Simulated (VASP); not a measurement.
Band structure of AuZn (CsCl type). Level of theory: AM05 GGA, VASP's PBE PAW potentials (set 64) (plane waves; VASP 6.6.1).

Unless said otherwise, spin-orbit coupling is left out, though it shifts the bands of the heavy elements here.

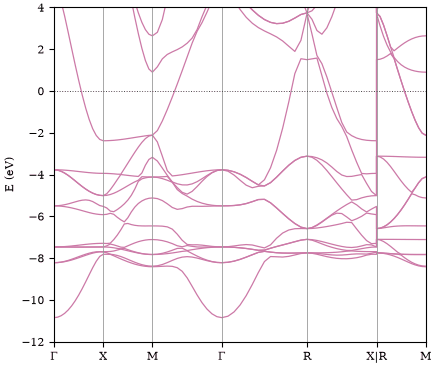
Fig. 1. Bands along high-symmetry lines, zero at the valence-band maximum or, without a gap, the Fermi level

Task: Read the plot: is there a gap, and where are the band edges?

Result: It has no gap at this level: it comes out as a metal or semimetal. (Edges off the drawn lines would not show.)

The compound is AuZn in the CsCl type structure. It was relaxed first. The electron count is odd and the run is not spin-polarised, which forces a metal.
